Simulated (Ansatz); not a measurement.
```xyz
9

F     1.0374   -1.5150    0.9485
C     0.1535   -1.3537   -0.0054
F    -0.1784   -2.5126   -0.5102
C    -0.3357   -0.1964   -0.4053
C     0.0747    1.0901    0.2008
F    -1.0095    1.7342    0.7106
F     0.5973    1.9099   -0.7506
H    -1.0634   -0.1845   -1.2047
H     0.8126    0.9815    0.9993
```

Geometry: PBE0-D4/def2-TZVP.

Theory: RKS PBE0-D4/def2-TZVPP in Ansatz.

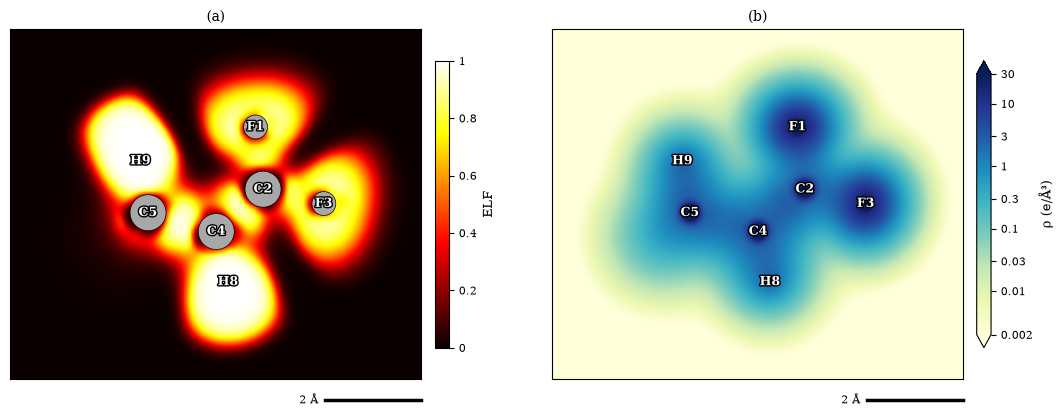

C3H2F4 (SMILES FC(F)=CC(F)F). (a) electron localisation function; (b) electron density on the plane of atoms C5, C4 and H8. Grey discs cover the atomic cores in the ELF map.

### What do the fields say about this system?

The plane passes through F, C and H nuclei.
C–F (1.31 Å): ρ is about 2.6 e/Å³ halfway; the ELF peaks at about 0.85 between the atoms, as expected for a polar covalent bond.
C–C (1.32 Å): ρ at the midpoint is about 2.4 e/Å³; the ELF peaks at about 0.95 between the atoms (a short, multiple covalent bond).
C–H (1.08 Å): ρ is about 2.1 e/Å³ halfway; the ELF climbs to about 1 towards the hydrogen, as it does in any bond to H; a covalent bond by its length.
C–C (1.48 Å): the density is about 1.9 e/Å³ at the midpoint; the ELF peaks at about 0.95 between the atoms, as expected for localised, covalent bonding.
The ELF also peaks beside F3 and F1, away from the bonds: lone-pair regions.
